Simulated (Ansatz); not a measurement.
## Electronic structure of AlBH₄O₂···H₂O in real space

Input file:

```
crystal:
  periodic: [false, false, false]
  atoms:
    - { symbol: B, position_ang: [0.077445, 0.629629, 0.080434] }
    - { symbol: O, position_ang: [-0.517482, -1.123638, 1.92602] }
    - { symbol: H, position_ang: [-1.402712, -1.313881, 1.582252] }
    - { symbol: O, position_ang: [1.333258, 0.275495, -0.32143] }
    - { symbol: H, position_ang: [1.34121, -0.408994, -0.999409] }
    - { symbol: H, position_ang: [-0.915022, 0.233838, -0.48521] }
    - { symbol: O, position_ang: [-0.016988, 1.583879, 1.077691] }
    - { symbol: Al, position_ang: [1.141826, 2.585795, 1.877368] }
    - { symbol: H, position_ang: [1.583647, 2.14542, 3.331527] }
    - { symbol: H, position_ang: [1.592333, 3.930959, 1.17793] }
    - { symbol: H, position_ang: [-0.604116, -0.196203, 2.247727] }
basis:
  gaussian: { orbitals: def2-SVP }
hamiltonian:
  xc: b3lyp
  dispersion: d4
relax:
  f_tol: 0.03
  max_steps: 50
output:
  orbitals: {}
```

Command:

```sh
ansatz run input.yaml --threads 2 --pin off --max-ram 3072MiB --backend cpu --events-out ev --progress --plain --runs-dir out
```

The fields are those of the run's last geometry, not of the input's.

Theory: Ansatz, RKS B3LYP-D4/def2-SVP.

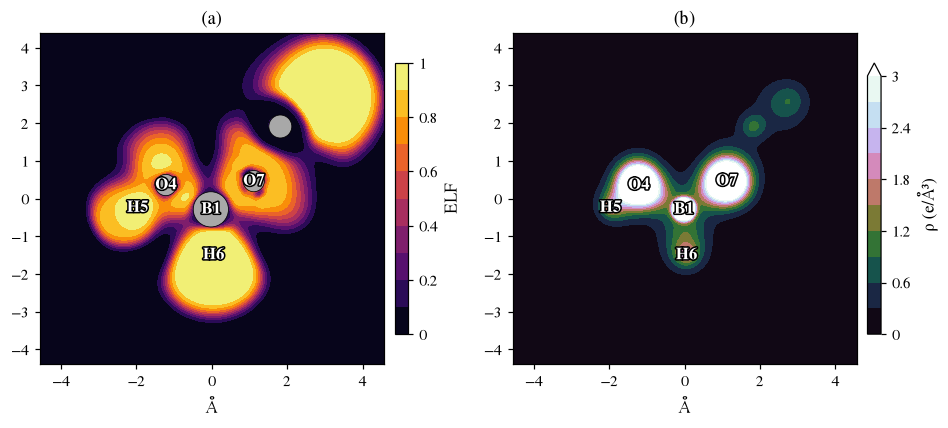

Figure 1. (a) ELF; (b) electron density on the plane of atoms H6, B1 and O7. Grey discs cover the atomic cores in the ELF map.

What does the map show?

Answer. The section cuts through B, O and H sites.
B–O (1.36 Å): ρ is about 2.1 e/Å³ halfway; the ELF peaks at about 0.90 between the atoms, as expected for a polar covalent bond.
O–H (0.96 Å): the density is about 3.7 e/Å³ at the midpoint; the ELF climbs to about 1 towards the hydrogen, as it does in any bond to H: an ordinary covalent bond to hydrogen.
B–H (1.21 Å): the density is about 1.2 e/Å³ at the midpoint; the ELF climbs to about 1 towards the hydrogen: an ordinary covalent bond to hydrogen.
The ELF also peaks beside O7 and O4, away from the bonds: lone-pair regions.

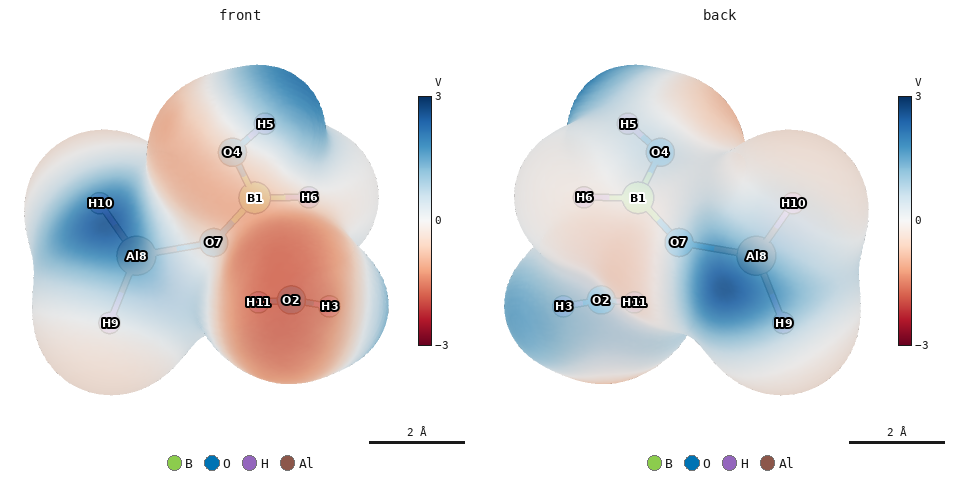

Figure 2. The electrostatic potential painted on the density surface at 0.001 e/bohr³, seen from the front and from behind; red is negative and blue positive.

Which sites attract a positive test charge, and which a negative one?

Answer. A positive charge is drawn to the negative regions and a negative charge to the positive ones. The most negative region (about −1.7 V, or −39 kcal/mol for a unit charge) lies over O2, the most positive (about +2.5 V, or +58 kcal/mol for a unit charge) over Al8. O2 is the likeliest acceptor of a hydrogen bond.

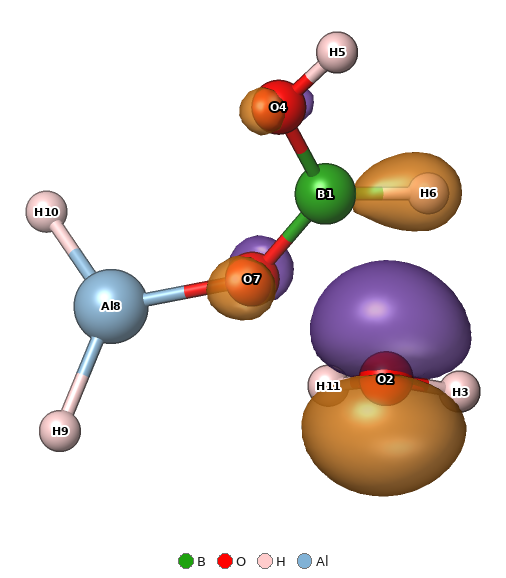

Figure 3. The HOMO at ±0.15 Å⁻³ᐟ² (orange and purple are the two phases), seen at a tilt.

Describe this orbital and give its energy.

Answer. Its weight (Hirshfeld) is mainly on O2 (about 75 %); largely a lone pair of O2. Its energy is −7.93 eV.
